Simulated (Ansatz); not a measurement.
**Run report: CH₇FGe, molecular dynamics (part 1 of 3)**

- system: CH₇FGe
- method: RKS LDA/def2-SVP (Ansatz 0.2.0)

It belongs to a series of runs on one base structure; here: dynamics from the highest image of the converged band.

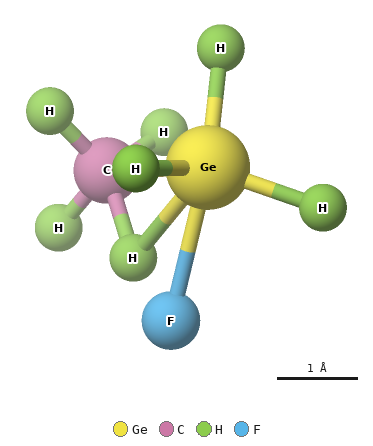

The structure as given in the input (ball-and-stick view, seen at a tilt). Sticks mark near contacts. Bond lengths as drawn: C–Ge 2.28 Å, C–H 1.11 to 1.32 Å, F–Ge 2.03 Å and Ge–H 1.54 to 1.92 Å.

## Key numbers

| quantity | value |
| --- | --- |
| outcome | finished |
| mean temperature over the second half | 1065 K |
| trajectory | 200 steps, 100 fs |
| ensemble | nve |
| temperature in the input | 300.0 K |
| time step | 0.5 fs |
| potential energy (last step) | −60260.1886 eV |
| mean-field energy (last step) | −60260.1886 eV |
| largest force (length of the vector) (last step) | 1.219 eV/Å |
| hardware | 2 threads of Intel Xeon (Sapphire Rapids), 32 GiB of memory available, shared host |
| wall time | 2.6 min (CPU time 5 min) |
| peak memory | 0.14 GiB |

So short a trajectory is not equilibrated.

## Input file
```yaml
crystal:
  periodic: [false, false, false]
  atoms:
    - { symbol: Ge, position_ang: [0.014296, -0.258038, -0.002467] }
    - { symbol: C, position_ang: [0.081657, -0.054075, 2.267208] }
    - { symbol: H, position_ang: [-1.006405, 0.031417, 2.449833] }
    - { symbol: H, position_ang: [0.529546, -0.565381, 3.155255] }
    - { symbol: H, position_ang: [0.548238, 0.949276, 2.216268] }
    - { symbol: H, position_ang: [1.340031, 0.225294, -0.617424] }
    - { symbol: H, position_ang: [-0.899595, 1.005282, 0.146515] }
    - { symbol: H, position_ang: [-0.826586, -1.240451, -0.848415] }
    - { symbol: F, position_ang: [0.899016, -1.907594, 0.775489] }
    - { symbol: H, position_ang: [0.566, -1.10563, 1.634938] }
basis:
  gaussian: { orbitals: def2-SVP }
hamiltonian:
  xc: lda
md:
  timestep: 0.5
  n_steps: 200
  ensemble: nve
  temperature: 300.0
  initial_velocities: maxwell_boltzmann
  seed: 11529
```

Run as:
```bash
ansatz run input.yaml --threads 2 --pin off --max-ram 3072MiB --backend cpu --events-out ev --progress --plain --runs-dir out
```

## The program's output
```
Engine: ansatz 0.2.0, x86_64-unknown-linux-gnu
Functional definition: SPW92
  exchange = slater_x
  correlation = pw_c
1063 factors; their error is unknown
mean field evaluation 1: about -60251.9828 eV, gradient 6.0e1 eV
mean field evaluation 2: about -60237.1915 eV, gradient 9.4e1 eV
mean field evaluation 4: about -60259.3674 eV, gradient 8.4e0 eV
mean field evaluation 8: about -60259.5016 eV, gradient 1.4e-1 eV
mean field evaluation 16: about -60259.4467 eV, gradient 1.1e-4 eV
mean field -60259.44667652 eV, -2214.4938200421 hartree, gradient 2.2e-5 eV, S^2 0.000000; 0 other end points of the search recorded, 0 dependent functions left out
the calculation of the forces begins
reference -60259.44670849 eV, -2214.4938212170 hartree; 27, 27 occupied and 68, 68 virtual orbitals, 1063 factors
md step     0: t =     0.00 fs  T =   300.0 K  F+E_penalty+E_count = -60259.44667652 eV  E_kin = 0.310224 eV  conserved = -60259.13645252 eV  (27 SCF iters)
these checks for a lower state are left out or cut short: starts, cluster_reference, orbital_swaps, neighbouring_geometries, increment
1063 factors; their error is unknown
mean field -60259.44157408 eV, -2214.4936325308 hartree, gradient 1.2e-5 eV, S^2 0.000000; 0 other end points of the search recorded, 0 dependent functions left out
the calculation of the forces begins
reference -60259.44160605 eV, -2214.4936337057 hartree; 27, 27 occupied and 68, 68 virtual orbitals, 1063 factors
md step     1: t =     0.50 fs  T =   295.1 K  F+E_penalty+E_count = -60259.44157408 eV  E_kin = 0.305122 eV  conserved = -60259.13645177 eV  (30 SCF iters)
[... from here on the SCF iterations and repeated set-up lines of each step are left out, up to the last step ...]
md step     2: t =     1.00 fs  T =   280.5 K  F+E_penalty+E_count = -60259.42638646 eV  E_kin = 0.290028 eV  conserved = -60259.13635865 eV  (30 SCF iters)
md step     3: t =     1.50 fs  T =   257.8 K  F+E_penalty+E_count = -60259.40275603 eV  E_kin = 0.266581 eV  conserved = -60259.13617531 eV  (30 SCF iters)
md step     4: t =     2.00 fs  T =   230.0 K  F+E_penalty+E_count = -60259.37371279 eV  E_kin = 0.237787 eV  conserved = -60259.13592560 eV  (31 SCF iters)
md step     5: t =     2.50 fs  T =   200.8 K  F+E_penalty+E_count = -60259.34328799 eV  E_kin = 0.207635 eV  conserved = -60259.13565273 eV  (31 SCF iters)
md step     6: t =     3.00 fs  T =   174.5 K  F+E_penalty+E_count = -60259.31582817 eV  E_kin = 0.180416 eV  conserved = -60259.13541170 eV  (30 SCF iters)
md step     7: t =     3.50 fs  T =   154.6 K  F+E_penalty+E_count = -60259.29513908 eV  E_kin = 0.159884 eV  conserved = -60259.13525517 eV  (30 SCF iters)
md step     8: t =     4.00 fs  T =   143.6 K  F+E_penalty+E_count = -60259.28368394 eV  E_kin = 0.148468 eV  conserved = -60259.13521552 eV  (30 SCF iters)
md step     9: t =     4.50 fs  T =   142.0 K  F+E_penalty+E_count = -60259.28208839 eV  E_kin = 0.146794 eV  conserved = -60259.13529456 eV  (29 SCF iters)
md step    10: t =     5.00 fs  T =   148.6 K  F+E_penalty+E_count = -60259.28911305 eV  E_kin = 0.153650 eV  conserved = -60259.13546314 eV  (30 SCF iters)
md step    11: t =     5.50 fs  T =   160.9 K  F+E_penalty+E_count = -60259.30209733 eV  E_kin = 0.166425 eV  conserved = -60259.13567204 eV  (30 SCF iters)
md step    12: t =     6.00 fs  T =   175.9 K  F+E_penalty+E_count = -60259.31771439 eV  E_kin = 0.181846 eV  conserved = -60259.13586832 eV  (30 SCF iters)
md step    13: t =     6.50 fs  T =   190.3 K  F+E_penalty+E_count = -60259.33279037 eV  E_kin = 0.196780 eV  conserved = -60259.13601038 eV  (29 SCF iters)
md step    14: t =     7.00 fs  T =   202.0 K  F+E_penalty+E_count = -60259.34495975 eV  E_kin = 0.208883 eV  conserved = -60259.13607686 eV  (29 SCF iters)
md step    15: t =     7.50 fs  T =   209.8 K  F+E_penalty+E_count = -60259.35302065 eV  E_kin = 0.216954 eV  conserved = -60259.13606642 eV  (30 SCF iters)
md step    16: t =     8.00 fs  T =   213.7 K  F+E_penalty+E_count = -60259.35697464 eV  E_kin = 0.220981 eV  conserved = -60259.13599397 eV  (30 SCF iters)
md step    17: t =     8.50 fs  T =   214.6 K  F+E_penalty+E_count = -60259.35781537 eV  E_kin = 0.221933 eV  conserved = -60259.13588273 eV  (29 SCF iters)
md step    18: t =     9.00 fs  T =   214.1 K  F+E_penalty+E_count = -60259.35717922 eV  E_kin = 0.221420 eV  conserved = -60259.13575890 eV  (28 SCF iters)
md step    19: t =     9.50 fs  T =   214.0 K  F+E_penalty+E_count = -60259.35695800 eV  E_kin = 0.221317 eV  conserved = -60259.13564148 eV  (30 SCF iters)
md step    20: t =    10.00 fs  T =   216.1 K  F+E_penalty+E_count = -60259.35897308 eV  E_kin = 0.223425 eV  conserved = -60259.13554774 eV  (29 SCF iters)
md step    21: t =    10.50 fs  T =   221.7 K  F+E_penalty+E_count = -60259.36472398 eV  E_kin = 0.229238 eV  conserved = -60259.13548565 eV  (29 SCF iters)
md step    22: t =    11.00 fs  T =   231.9 K  F+E_penalty+E_count = -60259.37524217 eV  E_kin = 0.239781 eV  conserved = -60259.13546131 eV  (29 SCF iters)
md step    23: t =    11.50 fs  T =   247.1 K  F+E_penalty+E_count = -60259.39100364 eV  E_kin = 0.255526 eV  conserved = -60259.13547742 eV  (29 SCF iters)
md step    24: t =    12.00 fs  T =   267.2 K  F+E_penalty+E_count = -60259.41188815 eV  E_kin = 0.276353 eV  conserved = -60259.13553492 eV  (29 SCF iters)
md step    25: t =    12.50 fs  T =   291.6 K  F+E_penalty+E_count = -60259.43717041 eV  E_kin = 0.301539 eV  conserved = -60259.13563153 eV  (30 SCF iters)
md step    26: t =    13.00 fs  T =   318.9 K  F+E_penalty+E_count = -60259.46556911 eV  E_kin = 0.329812 eV  conserved = -60259.13575680 eV  (29 SCF iters)
md step    27: t =    13.50 fs  T =   347.7 K  F+E_penalty+E_count = -60259.49541233 eV  E_kin = 0.359525 eV  conserved = -60259.13588720 eV  (29 SCF iters)
md step    28: t =    14.00 fs  T =   376.2 K  F+E_penalty+E_count = -60259.52497850 eV  E_kin = 0.388988 eV  conserved = -60259.13599065 eV  (29 SCF iters)
md step    29: t =    14.50 fs  T =   403.2 K  F+E_penalty+E_count = -60259.55297672 eV  E_kin = 0.416944 eV  conserved = -60259.13603317 eV  (29 SCF iters)
md step    30: t =    15.00 fs  T =   428.4 K  F+E_penalty+E_count = -60259.57899904 eV  E_kin = 0.442993 eV  conserved = -60259.13600601 eV  (28 SCF iters)
md step    31: t =    15.50 fs  T =   452.2 K  F+E_penalty+E_count = -60259.60359076 eV  E_kin = 0.467644 eV  conserved = -60259.13594655 eV  (28 SCF iters)
md step    32: t =    16.00 fs  T =   475.5 K  F+E_penalty+E_count = -60259.62766805 eV  E_kin = 0.491739 eV  conserved = -60259.13592948 eV  (27 SCF iters)
md step    33: t =    16.50 fs  T =   498.5 K  F+E_penalty+E_count = -60259.65145394 eV  E_kin = 0.515442 eV  conserved = -60259.13601186 eV  (27 SCF iters)
md step    34: t =    17.00 fs  T =   519.8 K  F+E_penalty+E_count = -60259.67369764 eV  E_kin = 0.537518 eV  conserved = -60259.13617981 eV  (27 SCF iters)
md step    35: t =    17.50 fs  T =   537.3 K  F+E_penalty+E_count = -60259.69195789 eV  E_kin = 0.555620 eV  conserved = -60259.13633774 eV  (27 SCF iters)
md step    36: t =    18.00 fs  T =   548.9 K  F+E_penalty+E_count = -60259.70400472 eV  E_kin = 0.567629 eV  conserved = -60259.13637566 eV  (27 SCF iters)
md step    37: t =    18.50 fs  T =   554.3 K  F+E_penalty+E_count = -60259.70943794 eV  E_kin = 0.573198 eV  conserved = -60259.13623987 eV  (27 SCF iters)
md step    38: t =    19.00 fs  T =   555.6 K  F+E_penalty+E_count = -60259.71048767 eV  E_kin = 0.574528 eV  conserved = -60259.13595947 eV  (27 SCF iters)
md step    39: t =    19.50 fs  T =   557.0 K  F+E_penalty+E_count = -60259.71158684 eV  E_kin = 0.575964 eV  conserved = -60259.13562239 eV  (27 SCF iters)
md step    40: t =    20.00 fs  T =   563.5 K  F+E_penalty+E_count = -60259.71804198 eV  E_kin = 0.582711 eV  conserved = -60259.13533103 eV  (27 SCF iters)
md step    41: t =    20.50 fs  T =   579.5 K  F+E_penalty+E_count = -60259.73444894 eV  E_kin = 0.599280 eV  conserved = -60259.13516857 eV  (27 SCF iters)
md step    42: t =    21.00 fs  T =   607.5 K  F+E_penalty+E_count = -60259.76339051 eV  E_kin = 0.628209 eV  conserved = -60259.13518154 eV  (27 SCF iters)
md step    43: t =    21.50 fs  T =   647.2 K  F+E_penalty+E_count = -60259.80468719 eV  E_kin = 0.669308 eV  conserved = -60259.13537947 eV  (27 SCF iters)
md step    44: t =    22.00 fs  T =   695.8 K  F+E_penalty+E_count = -60259.85523264 eV  E_kin = 0.719491 eV  conserved = -60259.13574119 eV  (27 SCF iters)
md step    45: t =    22.50 fs  T =   747.7 K  F+E_penalty+E_count = -60259.90935150 eV  E_kin = 0.773137 eV  conserved = -60259.13621496 eV  (27 SCF iters)
md step    46: t =    23.00 fs  T =   795.9 K  F+E_penalty+E_count = -60259.95968490 eV  E_kin = 0.822977 eV  conserved = -60259.13670771 eV  (27 SCF iters)
md step    47: t =    23.50 fs  T =   833.3 K  F+E_penalty+E_count = -60259.99874238 eV  E_kin = 0.861668 eV  conserved = -60259.13707392 eV  (27 SCF iters)
md step    48: t =    24.00 fs  T =   855.0 K  F+E_penalty+E_count = -60260.02122466 eV  E_kin = 0.884088 eV  conserved = -60259.13713655 eV  (27 SCF iters)
md step    49: t =    24.50 fs  T =   860.6 K  F+E_penalty+E_count = -60260.02668393 eV  E_kin = 0.889900 eV  conserved = -60259.13678359 eV  (27 SCF iters)
md step    50: t =    25.00 fs  T =   855.7 K  F+E_penalty+E_count = -60260.02098892 eV  E_kin = 0.884866 eV  conserved = -60259.13612314 eV  (27 SCF iters)
md step    51: t =    25.50 fs  T =   849.9 K  F+E_penalty+E_count = -60260.01442751 eV  E_kin = 0.878900 eV  conserved = -60259.13552723 eV  (27 SCF iters)
md step    52: t =    26.00 fs  T =   851.7 K  F+E_penalty+E_count = -60260.01608873 eV  E_kin = 0.880703 eV  conserved = -60259.13538597 eV  (27 SCF iters)
md step    53: t =    26.50 fs  T =   863.0 K  F+E_penalty+E_count = -60260.02818234 eV  E_kin = 0.892437 eV  conserved = -60259.13574538 eV  (27 SCF iters)
md step    54: t =    27.00 fs  T =   879.1 K  F+E_penalty+E_count = -60260.04536643 eV  E_kin = 0.909098 eV  conserved = -60259.13626825 eV  (27 SCF iters)
md step    55: t =    27.50 fs  T =   892.7 K  F+E_penalty+E_count = -60260.05964521 eV  E_kin = 0.923077 eV  conserved = -60259.13656807 eV  (27 SCF iters)
md step    56: t =    28.00 fs  T =   899.0 K  F+E_penalty+E_count = -60260.06615979 eV  E_kin = 0.929657 eV  conserved = -60259.13650231 eV  (27 SCF iters)
md step    57: t =    28.50 fs  T =   898.8 K  F+E_penalty+E_count = -60260.06556061 eV  E_kin = 0.929387 eV  conserved = -60259.13617382 eV  (27 SCF iters)
md step    58: t =    29.00 fs  T =   896.4 K  F+E_penalty+E_count = -60260.06268027 eV  E_kin = 0.926907 eV  conserved = -60259.13577324 eV  (26 SCF iters)
md step    59: t =    29.50 fs  T =   897.6 K  F+E_penalty+E_count = -60260.06365614 eV  E_kin = 0.928193 eV  conserved = -60259.13546311 eV  (27 SCF iters)
md step    60: t =    30.00 fs  T =   907.1 K  F+E_penalty+E_count = -60260.07333042 eV  E_kin = 0.937986 eV  conserved = -60259.13534394 eV  (27 SCF iters)
md step    61: t =    30.50 fs  T =   926.6 K  F+E_penalty+E_count = -60260.09359218 eV  E_kin = 0.958135 eV  conserved = -60259.13545735 eV  (27 SCF iters)
md step    62: t =    31.00 fs  T =   954.3 K  F+E_penalty+E_count = -60260.12265784 eV  E_kin = 0.986860 eV  conserved = -60259.13579770 eV  (27 SCF iters)
md step    63: t =    31.50 fs  T =   985.3 K  F+E_penalty+E_count = -60260.15518937 eV  E_kin = 1.018885 eV  conserved = -60259.13630396 eV  (27 SCF iters)
md step    64: t =    32.00 fs  T =  1012.1 K  F+E_penalty+E_count = -60260.18337987 eV  E_kin = 1.046545 eV  conserved = -60259.13683516 eV  (27 SCF iters)
md step    65: t =    32.50 fs  T =  1027.1 K  F+E_penalty+E_count = -60260.19929197 eV  E_kin = 1.062125 eV  conserved = -60259.13716742 eV  (27 SCF iters)
md step    66: t =    33.00 fs  T =  1026.3 K  F+E_penalty+E_count = -60260.19836570 eV  E_kin = 1.061299 eV  conserved = -60259.13706711 eV  (27 SCF iters)
md step    67: t =    33.50 fs  T =  1011.8 K  F+E_penalty+E_count = -60260.18280574 eV  E_kin = 1.046322 eV  conserved = -60259.13648342 eV  (27 SCF iters)
md step    68: t =    34.00 fs  T =   992.5 K  F+E_penalty+E_count = -60260.16201028 eV  E_kin = 1.026291 eV  conserved = -60259.13571908 eV  (27 SCF iters)
md step    69: t =    34.50 fs  T =   979.1 K  F+E_penalty+E_count = -60260.14777934 eV  E_kin = 1.012477 eV  conserved = -60259.13530188 eV  (27 SCF iters)
md step    70: t =    35.00 fs  T =   977.7 K  F+E_penalty+E_count = -60260.14653332 eV  E_kin = 1.011022 eV  conserved = -60259.13551088 eV  (27 SCF iters)
md step    71: t =    35.50 fs  T =   985.6 K  F+E_penalty+E_count = -60260.15529015 eV  E_kin = 1.019201 eV  conserved = -60259.13608963 eV  (27 SCF iters)
md step    72: t =    36.00 fs  T =   994.9 K  F+E_penalty+E_count = -60260.16533069 eV  E_kin = 1.028791 eV  conserved = -60259.13653919 eV  (27 SCF iters)
md step    73: t =    36.50 fs  T =   998.9 K  F+E_penalty+E_count = -60260.16953179 eV  E_kin = 1.032949 eV  conserved = -60259.13658235 eV  (27 SCF iters)
md step    74: t =    37.00 fs  T =   996.5 K  F+E_penalty+E_count = -60260.16674392 eV  E_kin = 1.030460 eV  conserved = -60259.13628379 eV  (27 SCF iters)
md step    75: t =    37.50 fs  T =   991.5 K  F+E_penalty+E_count = -60260.16114937 eV  E_kin = 1.025278 eV  conserved = -60259.13587105 eV  (27 SCF iters)
md step    76: t =    38.00 fs  T =   989.7 K  F+E_penalty+E_count = -60260.15893048 eV  E_kin = 1.023379 eV  conserved = -60259.13555131 eV  (27 SCF iters)
md step    77: t =    38.50 fs  T =   995.6 K  F+E_penalty+E_count = -60260.16500652 eV  E_kin = 1.029565 eV  conserved = -60259.13544131 eV  (27 SCF iters)
md step    78: t =    39.00 fs  T =  1011.0 K  F+E_penalty+E_count = -60260.18106756 eV  E_kin = 1.045492 eV  conserved = -60259.13557561 eV  (26 SCF iters)
md step    79: t =    39.50 fs  T =  1033.8 K  F+E_penalty+E_count = -60260.20493348 eV  E_kin = 1.069006 eV  conserved = -60259.13592797 eV  (27 SCF iters)
md step    80: t =    40.00 fs  T =  1058.5 K  F+E_penalty+E_count = -60260.23095753 eV  E_kin = 1.094538 eV  conserved = -60259.13641983 eV  (27 SCF iters)
md step    81: t =    40.50 fs  T =  1077.7 K  F+E_penalty+E_count = -60260.25137924 eV  E_kin = 1.114476 eV  conserved = -60259.13690277 eV  (27 SCF iters)
md step    82: t =    41.00 fs  T =  1084.7 K  F+E_penalty+E_count = -60260.25879341 eV  E_kin = 1.121637 eV  conserved = -60259.13715592 eV  (27 SCF iters)
md step    83: t =    41.50 fs  T =  1076.0 K  F+E_penalty+E_count = -60260.24963842 eV  E_kin = 1.112680 eV  conserved = -60259.13695866 eV  (27 SCF iters)
md step    84: t =    42.00 fs  T =  1055.2 K  F+E_penalty+E_count = -60260.22742587 eV  E_kin = 1.091150 eV  conserved = -60259.13627627 eV  (27 SCF iters)
md step    85: t =    42.50 fs  T =  1032.3 K  F+E_penalty+E_count = -60260.20287525 eV  E_kin = 1.067430 eV  conserved = -60259.13544559 eV  (27 SCF iters)
md step    86: t =    43.00 fs  T =  1018.9 K  F+E_penalty+E_count = -60260.18862061 eV  E_kin = 1.053593 eV  conserved = -60259.13502788 eV  (27 SCF iters)
md step    87: t =    43.50 fs  T =  1020.9 K  F+E_penalty+E_count = -60260.19094941 eV  E_kin = 1.055644 eV  conserved = -60259.13530549 eV  (27 SCF iters)
```
